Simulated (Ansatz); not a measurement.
# O₂+ (quartet): geometry and frequencies at several levels, part 1 of 2

Wanted for O₂+ (quartet): geometry and frequencies at several levels. Charge +1. Spin multiplicity 4.

Program: Ansatz 0.2.0. Level of theory: the levels named in each step. These are calculated values, not measurements.

### Step 1. Starting point

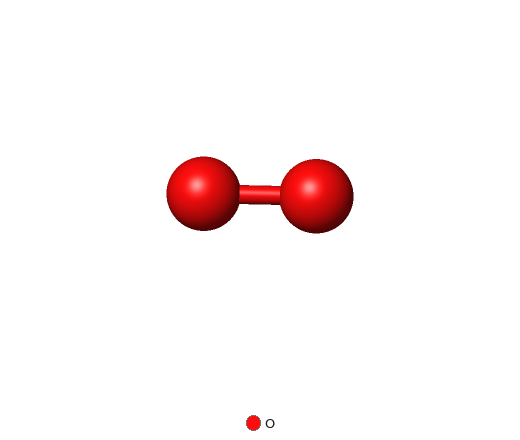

The starting structure, seen from a chosen angle (oxygen red).

Coordinates:

```xyz
2

O     0.0000    0.0000    0.0000
O     0.0000    0.0000    1.1866
```

### Step 2. A rough first relaxation, PBE-D4/def2-SVP

input.yaml reads:

```yaml
crystal:
  periodic: [false, false, false]
  atoms:
    - { symbol: O, position_ang: [0.0, 0.0, 0.0] }
    - { symbol: O, position_ang: [0.0, 0.0, 1.18664] }
magnetization:
  spin_polarized: true
  initial_magnetization: 3
total_charge: 1
basis:
  gaussian: { orbitals: def2-SVP }
hamiltonian:
  xc: pbe
  dispersion: d4
relax:
  f_tol: 0.03
  max_steps: 200
```

The run is started by

```
$ ansatz run input.yaml --threads 1 --pin off --max-ram 2560MiB --backend cpu --events-out ev --progress --plain --runs-dir out
```

The log of the run, cut to the lines that bear on the results:

```text
Warning: RAYON_NUM_THREADS=1 ignored (pool sized by the plan → 1); use --threads N
[...]
Functional definition: PBE
[...]
286 factors; their error is unknown
[...]
mean field -4066.14717982 eV, -149.4281527248 hartree, gradient 2.1e-6 eV, S^2 3.755053; 7 other end points of the search recorded, 0 dependent functions left out
[...]
reference -4066.14719029 eV, -149.4281531096 hartree; 9, 6 occupied and 19, 22 virtual orbitals, 286 factors
relax step   1: F+E_penalty+E_count = -4066.15211625 eV  Δ(F+E_penalty+E_count) = +0.000e0 eV  max|allowed force component| = 1.346e1 eV/Å  Δτ_max = 0.0000 Å  (105 SCF iters, accepted)
[...]
relax step   3: F+E_penalty+E_count = -4067.21018913 eV  Δ(F+E_penalty+E_count) = -9.670e-2 eV  max|allowed force component| = 1.035e0 eV/Å  Δτ_max = 0.0233 Å  (22 SCF iters, accepted)
[...]
relax step   4: F+E_penalty+E_count = -4067.22421423 eV  Δ(F+E_penalty+E_count) = -1.403e-2 eV  max|allowed force component| = 2.511e-2 eV/Å  Δτ_max = 0.0143 Å  (23 SCF iters, accepted)
286 factors; their error is unknown
mean field -4067.21928489 eV, -149.4675518596 hartree, gradient 3.4e-5 eV, S^2 3.755034; 2 other end points of the search recorded, 0 dependent functions left out
[...]
reference -4067.21929559 eV, -149.4675522527 hartree; 9, 6 occupied and 19, 22 virtual orbitals, 286 factors
Total energy: -4067.22422492 eV, -149.4677334023 hartree
Atom 0 at     0.000000     0.000000    -0.100295 Å, force     0.000000    -0.000000     0.025113 eV/Å
Atom 1 at    -0.000000    -0.000000     1.286935 Å, force    -0.000000     0.000000    -0.025113 eV/Å
Dipole moment:     0.000000    -0.000000     0.000000 e Å
```

It took 6.8 s on 1 thread of Intel Xeon at 2.50GHz (Skylake/Cascade Lake), shared host; peak memory 0.091 GiB.

Relaxation path:

| step | energy from step 1 (eV) | largest force component (eV/Å) |
| --- | --- | --- |
| 1 | 0.0000 | 13.4597 |
| 2 | -0.9614 | 3.2171 |
| 3 | -1.0581 | 1.0351 |
| 4 | -1.0721 | 0.0251 |

Step 1 is the start.

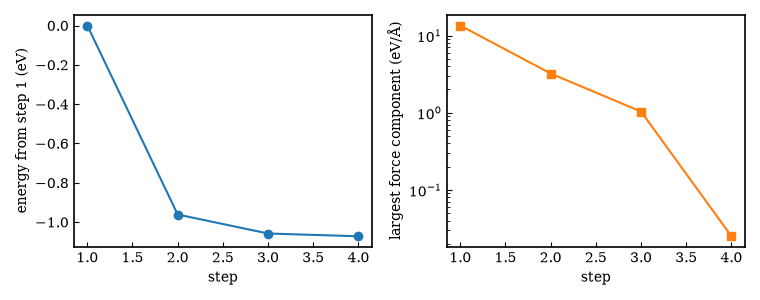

Energy and largest force along the relaxation.

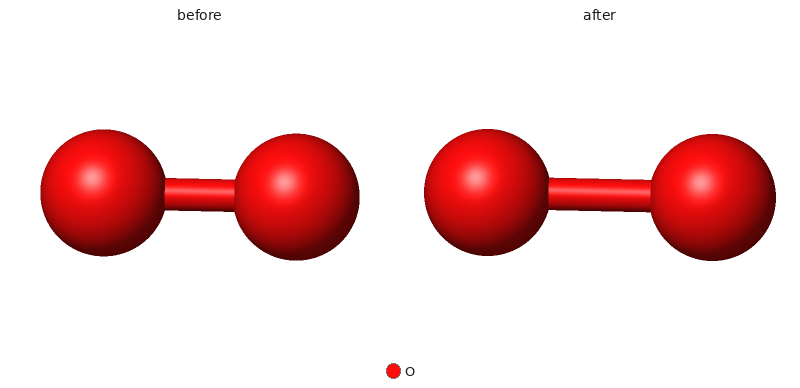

Before and after, at one scale.

Before: Bond lengths: O1–O2 1.187 Å.

After: Bond lengths: O1–O2 1.387 Å.

### Step 3. Relaxation, HF/STO-3G

input.yaml reads:

```yaml
crystal:
  periodic: [false, false, false]
  atoms:
    - { symbol: O, position_ang: [0.0, 0.0, -0.10029483] }
    - { symbol: O, position_ang: [0.0, 0.0, 1.28693483] }
magnetization:
  spin_polarized: true
  initial_magnetization: 3
total_charge: 1
basis:
  gaussian: { orbitals: STO-3G }
hamiltonian:
  xc: hf
relax:
  f_tol: 0.002
  max_steps: 150
```

The run is started by

```
$ ansatz run input.yaml --threads 1 --pin off --max-ram 2560MiB --backend cpu --events-out ev --progress --plain --runs-dir out
```

The log of the run, cut to the lines that bear on the results:

```text
Warning: RAYON_NUM_THREADS=1 ignored (pool sized by the plan → 1); use --threads N
[...]
Functional definition: HF
[...]
141 factors; integrals over basis functions are off by at most 3.8e-6 eV
[...]
mean field -4006.85870065 eV, -147.2493413025 hartree, gradient 1.2e-5 eV, S^2 3.780112; 2 other end points of the search recorded, 0 dependent functions left out
[...]
reference -4006.85870065 eV, -147.2493413025 hartree; 9, 6 occupied and 1, 4 virtual orbitals, 141 factors
relax step   1: F+E_penalty+E_count = -4006.85870065 eV  Δ(F+E_penalty+E_count) = +0.000e0 eV  max|allowed force component| = 3.501e0 eV/Å  Δτ_max = 0.0000 Å  (103 SCF iters, accepted)
[...]
relax step   4: F+E_penalty+E_count = -4007.05932823 eV  Δ(F+E_penalty+E_count) = -1.964e-3 eV  max|allowed force component| = 1.381e-2 eV/Å  Δτ_max = 0.0076 Å  (37 SCF iters, accepted)
[...]
relax step   5: F+E_penalty+E_count = -4007.05933341 eV  Δ(F+E_penalty+E_count) = -5.176e-6 eV  max|allowed force component| = 1.669e-6 eV/Å  Δτ_max = 0.0004 Å  (37 SCF iters, accepted)
141 factors; integrals over basis functions are off by at most 2.6e-6 eV
[...]
mean field -4007.05933341 eV, -147.2567144203 hartree, gradient 2.3e-5 eV, S^2 3.886792; 6 other end points of the search recorded, 0 dependent functions left out
[...]
reference -4007.05933341 eV, -147.2567144203 hartree; 9, 6 occupied and 1, 4 virtual orbitals, 141 factors
Total energy: -4007.05933341 eV, -147.2567144203 hartree
Atom 0 at     0.000000     0.000000    -0.164157 Å, force     0.000000    -0.000000    -0.000002 eV/Å
Atom 1 at    -0.000000    -0.000000     1.350797 Å, force    -0.000000     0.000000     0.000002 eV/Å
Dipole moment:     0.000000     0.000000    -0.137466 e Å
```

Wall time 1.5 s (1 thread of Intel Xeon at 2.50GHz (Skylake/Cascade Lake), shared host); peak memory 0.077 GiB.

Relaxation path:

| step | E - E(step 1) (eV) | largest force component (eV/Å) |
| --- | --- | --- |
| 1 | 0.0000 | 3.5008 |
| 2 | -0.1418 | 1.7420 |
| 3 | -0.1987 | 0.2792 |
| 4 | -0.2006 | 0.0138 |
| 5 | -0.2006 | 0.0000 |

Step 1 is the start.

Before: Bond lengths: O1–O2 1.387 Å.

After: Bond lengths: O1–O2 1.515 Å.

### Step 4. Frequencies, HF/STO-3G

input.yaml reads:

```yaml
crystal:
  periodic: [false, false, false]
  atoms:
    - { symbol: O, position_ang: [0.0, 0.0, -0.16415719] }
    - { symbol: O, position_ang: [0.0, 0.0, 1.35079719] }
magnetization:
  spin_polarized: true
  initial_magnetization: 3
total_charge: 1
basis:
  gaussian: { orbitals: STO-3G }
hamiltonian:
  xc: hf
phonons: {}
```

The run is started by

```
$ ansatz run input.yaml --threads 1 --pin off --max-ram 2560MiB --backend cpu --events-out ev --progress --plain --runs-dir out
```

The log of the run, cut to the lines that bear on the results:

```text
Warning: RAYON_NUM_THREADS=1 ignored (pool sized by the plan → 1); use --threads N
[...]
[... 1 set-up line as earlier in the session ...]
[...]
140 factors; integrals over basis functions are off by at most 2.6e-6 eV
[...]
mean field -4007.05933051 eV, -147.2567143140 hartree, gradient 1.5e-5 eV, S^2 3.886792; 7 other end points of the search recorded, 0 dependent functions left out
[...]
reference -4007.05933051 eV, -147.2567143140 hartree; 9, 6 occupied and 1, 4 virtual orbitals, 140 factors
[...]
140 factors; integrals over basis functions are off by at most 2.6e-6 eV
mean field -4007.05933051 eV, -147.2567143140 hartree, gradient 5.2e-7 eV, S^2 3.886795; 0 other end points of the search recorded, 0 dependent functions left out
[...]
reference -4007.05933051 eV, -147.2567143140 hartree; 9, 6 occupied and 1, 4 virtual orbitals, 140 factors
[...]
140 factors; integrals over basis functions are off by at most 2.6e-6 eV
[...]
140 factors; integrals over basis functions are off by at most 2.6e-6 eV
mean field -4007.05927332 eV, -147.2567122124 hartree, gradient 4.7e-7 eV, S^2 3.890188; 0 other end points of the search recorded, 0 dependent functions left out
[...]
reference -4007.05927332 eV, -147.2567122124 hartree; 9, 6 occupied and 1, 4 virtual orbitals, 140 factors
[...]
140 factors; integrals over basis functions are off by at most 2.6e-6 eV
mean field -4007.05927240 eV, -147.2567121784 hartree, gradient 2.8e-6 eV, S^2 3.883439; 0 other end points of the search recorded, 0 dependent functions left out
[...]
reference -4007.05927240 eV, -147.2567121784 hartree; 9, 6 occupied and 1, 4 virtual orbitals, 140 factors
Total energy: -4007.05933051 eV, -147.2567143140 hartree
Atom 0 at     0.000000     0.000000    -0.164157 Å, force     0.000000    -0.000000    -0.000037 eV/Å
Atom 1 at     0.000000     0.000000     1.350797 Å, force    -0.000000     0.000000     0.000037 eV/Å
Dipole moment:     0.000000    -0.000000    -0.137466 e Å
Vibrations: 791.91 cm⁻¹, zero-point energy 0.049092 eV
```

Run time: 2.2 s. Hardware: 1 thread of Intel Xeon at 2.50GHz (Skylake/Cascade Lake), shared host; peak memory 0.076 GiB.

Harmonic frequencies (cm⁻¹; negative: imaginary): 792.

### Step 5. Relaxation, HF/6-31G*

input.yaml reads:

```yaml
crystal:
  periodic: [false, false, false]
  atoms:
    - { symbol: O, position_ang: [0.0, 0.0, -0.10029483] }
    - { symbol: O, position_ang: [0.0, 0.0, 1.28693483] }
magnetization:
  spin_polarized: true
  initial_magnetization: 3
total_charge: 1
basis:
  gaussian: { orbitals: "6-31G*" }
hamiltonian:
  xc: hf
relax:
  f_tol: 0.002
  max_steps: 150
```

The run is started by

```
$ ansatz run input.yaml --threads 1 --pin off --max-ram 2560MiB --backend cpu --events-out ev --progress --plain --runs-dir out
```

The log of the run, cut to the lines that bear on the results:

```text
Warning: RAYON_NUM_THREADS=1 ignored (pool sized by the plan → 1); use --threads N
[...]
[... 1 set-up line as earlier in the session ...]
[...]
271 factors; integrals over basis functions are off by at most 1.1e-4 eV
[...]
mean field -4056.98704992 eV, -149.0915241600 hartree, gradient 8.7e-6 eV, S^2 3.802904; 2 other end points of the search recorded, 0 dependent functions left out
[...]
reference -4056.98704992 eV, -149.0915241600 hartree; 9, 6 occupied and 21, 24 virtual orbitals, 271 factors
relax step   1: F+E_penalty+E_count = -4056.98704992 eV  Δ(F+E_penalty+E_count) = +0.000e0 eV  max|allowed force component| = 1.393e0 eV/Å  Δτ_max = 0.0000 Å  (132 SCF iters, accepted)
[...]
relax step   3: F+E_penalty+E_count = -4054.72691253 eV  Δ(F+E_penalty+E_count) = +2.292e0 eV  max|allowed force component| = 2.877e1 eV/Å  Δτ_max = 0.1417 Å  (38 SCF iters, rejected (line search))
[...]
relax step   8: F+E_penalty+E_count = -4057.11575193 eV  Δ(F+E_penalty+E_count) = -2.277e-3 eV  max|allowed force component| = 3.602e-2 eV/Å  Δτ_max = 0.0039 Å  (28 SCF iters, accepted)
[...]
relax step   9: F+E_penalty+E_count = -4057.11576176 eV  Δ(F+E_penalty+E_count) = -9.826e-6 eV  max|allowed force component| = 5.912e-4 eV/Å  Δτ_max = 0.0003 Å  (23 SCF iters, accepted)
271 factors; integrals over basis functions are off by at most 1.0e-4 eV
[...]
mean field -4057.11576176 eV, -149.0962542328 hartree, gradient 2.8e-5 eV, S^2 3.781886; 2 other end points of the search recorded, 0 dependent functions left out
[...]
reference -4057.11576176 eV, -149.0962542328 hartree; 9, 6 occupied and 21, 24 virtual orbitals, 271 factors
Total energy: -4057.11576176 eV, -149.0962542328 hartree
Atom 0 at    -0.000000    -0.000000    -0.053027 Å, force     0.000000    -0.000000    -0.000591 eV/Å
Atom 1 at     0.000000     0.000000     1.239667 Å, force     0.000000     0.000000     0.000591 eV/Å
Dipole moment:    -0.000000    -0.000000    -0.000000 e Å
```

Wall time 3.7 s (1 thread of Intel Xeon at 2.50GHz (Skylake/Cascade Lake), shared host); peak memory 0.083 GiB.

Step by step:

```
step  energy from step 1 (eV)  largest force component (eV/Å)
   1                   0.0000                          1.3932
   2                  -0.0316                          1.5089
   3                   2.2601                         28.7665
   4                  -0.0646                          1.6174
   5                   0.8086                         15.3341
   6                  -0.1249                          0.6949
   7                  -0.1264                          0.5586
   8                  -0.1287                          0.0360
   9                  -0.1287                          0.0006
```

Step 1 is the start. Steps 3, 5 were tried and not accepted.

Before: Bond lengths: O1–O2 1.387 Å.

After: Bond lengths: O1–O2 1.293 Å.

### Step 6. Frequencies, HF/6-31G*

input.yaml reads:

```yaml
crystal:
  periodic: [false, false, false]
  atoms:
    - { symbol: O, position_ang: [0.0, 0.0, -0.05302689] }
    - { symbol: O, position_ang: [0.0, 0.0, 1.23966689] }
magnetization:
  spin_polarized: true
  initial_magnetization: 3
total_charge: 1
basis:
  gaussian: { orbitals: "6-31G*" }
hamiltonian:
  xc: hf
phonons: {}
```

The run is started by

```
$ ansatz run input.yaml --threads 1 --pin off --max-ram 2560MiB --backend cpu --events-out ev --progress --plain --runs-dir out
```

The log of the run, cut to the lines that bear on the results:

```text
Warning: RAYON_NUM_THREADS=1 ignored (pool sized by the plan → 1); use --threads N
[...]
[... 1 set-up line as earlier in the session ...]
[...]
271 factors; integrals over basis functions are off by at most 1.0e-4 eV
[...]
mean field -4057.11576215 eV, -149.0962542472 hartree, gradient 2.3e-5 eV, S^2 3.781886; 1 other end points of the search recorded, 0 dependent functions left out
[...]
reference -4057.11576215 eV, -149.0962542472 hartree; 9, 6 occupied and 21, 24 virtual orbitals, 271 factors
[...]
271 factors; integrals over basis functions are off by at most 1.0e-4 eV
mean field -4057.11576215 eV, -149.0962542473 hartree, gradient 2.1e-6 eV, S^2 3.781886; 0 other end points of the search recorded, 0 dependent functions left out
[...]
reference -4057.11576215 eV, -149.0962542473 hartree; 9, 6 occupied and 21, 24 virtual orbitals, 271 factors
[...]
271 factors; integrals over basis functions are off by at most 1.0e-4 eV
[...]
271 factors; integrals over basis functions are off by at most 1.0e-4 eV
mean field -4057.11555387 eV, -149.0962465929 hartree, gradient 2.0e-6 eV, S^2 3.781824; 0 other end points of the search recorded, 0 dependent functions left out
[...]
reference -4057.11555387 eV, -149.0962465929 hartree; 9, 6 occupied and 21, 24 virtual orbitals, 271 factors
[...]
271 factors; integrals over basis functions are off by at most 1.0e-4 eV
mean field -4057.11555898 eV, -149.0962467808 hartree, gradient 2.1e-6 eV, S^2 3.781948; 0 other end points of the search recorded, 0 dependent functions left out
[...]
reference -4057.11555898 eV, -149.0962467808 hartree; 9, 6 occupied and 21, 24 virtual orbitals, 271 factors
Total energy: -4057.11576215 eV, -149.0962542472 hartree
Atom 0 at     0.000000     0.000000    -0.053027 Å, force     0.000000    -0.000000    -0.000586 eV/Å
Atom 1 at     0.000000     0.000000     1.239667 Å, force    -0.000000     0.000000     0.000586 eV/Å
Dipole moment:     0.000000    -0.000000    -0.000000 e Å
Vibrations: 1495.98 cm⁻¹, zero-point energy 0.092739 eV
```

Wall time 2 s (1 thread of Intel Xeon at 2.50GHz (Skylake/Cascade Lake), shared host); peak memory 0.084 GiB.

Harmonic frequencies (cm⁻¹; negative: imaginary): 1496.

### Step 7. Relaxation, LDA/def2-SVP

input.yaml reads:

```yaml
crystal:
  periodic: [false, false, false]
  atoms:
    - { symbol: O, position_ang: [0.0, 0.0, -0.10029483] }
    - { symbol: O, position_ang: [0.0, 0.0, 1.28693483] }
magnetization:
  spin_polarized: true
  initial_magnetization: 3
total_charge: 1
basis:
  gaussian: { orbitals: def2-SVP }
hamiltonian:
  xc: lda
relax:
  f_tol: 0.002
  max_steps: 150
```

The run is started by

```
$ ansatz run input.yaml --threads 1 --pin off --max-ram 2560MiB --backend cpu --events-out ev --progress --plain --runs-dir out
```

The log of the run, cut to the lines that bear on the results:

```text
Warning: RAYON_NUM_THREADS=1 ignored (pool sized by the plan → 1); use --threads N
[...]
Functional definition: SPW92
[...]
286 factors; their error is unknown
[...]
mean field -4041.33112642 eV, -148.5161795834 hartree, gradient 1.4e-6 eV, S^2 3.753866; 1 other end points of the search recorded, 0 dependent functions left out
[...]
reference -4041.33113608 eV, -148.5161799382 hartree; 9, 6 occupied and 19, 22 virtual orbitals, 286 factors
relax step   1: F+E_penalty+E_count = -4041.33112642 eV  Δ(F+E_penalty+E_count) = +0.000e0 eV  max|allowed force component| = 7.391e-1 eV/Å  Δτ_max = 0.0000 Å  (37 SCF iters, accepted)
[...]
relax step   4: F+E_penalty+E_count = -4041.33900136 eV  Δ(F+E_penalty+E_count) = +9.395e-6 eV  max|allowed force component| = 3.171e-2 eV/Å  Δτ_max = 0.0007 Å  (17 SCF iters, rejected (line search))
[...]
relax step   5: F+E_penalty+E_count = -4041.33901474 eV  Δ(F+E_penalty+E_count) = -3.987e-6 eV  max|allowed force component| = 1.476e-5 eV/Å  Δτ_max = 0.0002 Å  (17 SCF iters, accepted)
286 factors; their error is unknown
[...]
mean field -4041.33901474 eV, -148.5164694739 hartree, gradient 1.3e-5 eV, S^2 3.753860; 2 other end points of the search recorded, 0 dependent functions left out
[...]
reference -4041.33902437 eV, -148.5164698278 hartree; 9, 6 occupied and 19, 22 virtual orbitals, 286 factors
Total energy: -4041.33902437 eV, -148.5164698278 hartree
Atom 0 at     0.000000     0.000000    -0.089847 Å, force    -0.000000    -0.000000     0.000015 eV/Å
Atom 1 at    -0.000000    -0.000000     1.276487 Å, force     0.000000     0.000000    -0.000015 eV/Å
Dipole moment:    -0.000000    -0.000000     0.000000 e Å
```

It took 2.7 s on 1 thread of Intel Xeon at 2.50GHz (Skylake/Cascade Lake), shared host; peak memory 0.087 GiB.

Step by step:

```csv
step,E - E(step 1) (eV),largest force component (eV/Å)
1,0.0000,0.7391
2,-0.0063,0.3432
3,-0.0079,0.0174
4,-0.0079,0.0317
5,-0.0079,0.0000
```

Step 1 is the start. Step 4 was tried and not accepted.

Before: Bond lengths: O1–O2 1.387 Å.

After: Bond lengths: O1–O2 1.366 Å.

### Step 8. Frequencies, LDA/def2-SVP

input.yaml reads:

```yaml
crystal:
  periodic: [false, false, false]
  atoms:
    - { symbol: O, position_ang: [0.0, 0.0, -0.08984689] }
    - { symbol: O, position_ang: [0.0, 0.0, 1.27648689] }
magnetization:
  spin_polarized: true
  initial_magnetization: 3
total_charge: 1
basis:
  gaussian: { orbitals: def2-SVP }
hamiltonian:
  xc: lda
phonons: {}
```

The run is started by

```
$ ansatz run input.yaml --threads 1 --pin off --max-ram 2560MiB --backend cpu --events-out ev --progress --plain --runs-dir out
```

The log of the run, cut to the lines that bear on the results:

```text
Warning: RAYON_NUM_THREADS=1 ignored (pool sized by the plan → 1); use --threads N
[...]
[... 1 set-up line as earlier in the session ...]
[...]
286 factors; their error is unknown
[...]
mean field -4041.33901474 eV, -148.5164694739 hartree, gradient 1.4e-6 eV, S^2 3.753860; 1 other end points of the search recorded, 0 dependent functions left out
[...]
reference -4041.33902437 eV, -148.5164698278 hartree; 9, 6 occupied and 19, 22 virtual orbitals, 286 factors
[...]
286 factors; their error is unknown
mean field -4041.33901474 eV, -148.5164694739 hartree, gradient 1.9e-7 eV, S^2 3.753860; 0 other end points of the search recorded, 0 dependent functions left out
[...]
reference -4041.33902437 eV, -148.5164698278 hartree; 9, 6 occupied and 19, 22 virtual orbitals, 286 factors
[...]
286 factors; their error is unknown
[...]
reference -4041.33902437 eV, -148.5164698278 hartree; 9, 6 occupied and 19, 22 virtual orbitals, 286 factors
[...]
286 factors; their error is unknown
mean field -4041.33889637 eV, -148.5164651236 hartree, gradient 1.6e-6 eV, S^2 3.753859; 0 other end points of the search recorded, 0 dependent functions left out
[...]
reference -4041.33890599 eV, -148.5164654774 hartree; 9, 6 occupied and 19, 22 virtual orbitals, 286 factors
[...]
286 factors; their error is unknown
[...]
mean field -4041.33889749 eV, -148.5164651650 hartree, gradient 2.4e-6 eV, S^2 3.753861; 0 other end points of the search recorded, 0 dependent functions left out
[...]
reference -4041.33890713 eV, -148.5164655191 hartree; 9, 6 occupied and 19, 22 virtual orbitals, 286 factors
Total energy: -4041.33902437 eV, -148.5164698278 hartree
Atom 0 at     0.000000     0.000000    -0.089847 Å, force    -0.000000     0.000000     0.000017 eV/Å
Atom 1 at     0.000000     0.000000     1.276487 Å, force     0.000000     0.000000    -0.000017 eV/Å
Dipole moment:    -0.000000    -0.000000    -0.000000 e Å
Vibrations: 1132.07 cm⁻¹, zero-point energy 0.070180 eV
```

Wall time 2.5 s (1 thread of Intel Xeon at 2.50GHz (Skylake/Cascade Lake), shared host); peak memory 0.087 GiB.

Harmonic frequencies (cm⁻¹; negative: imaginary): 1132.

(Continued in part 2 of 2.)
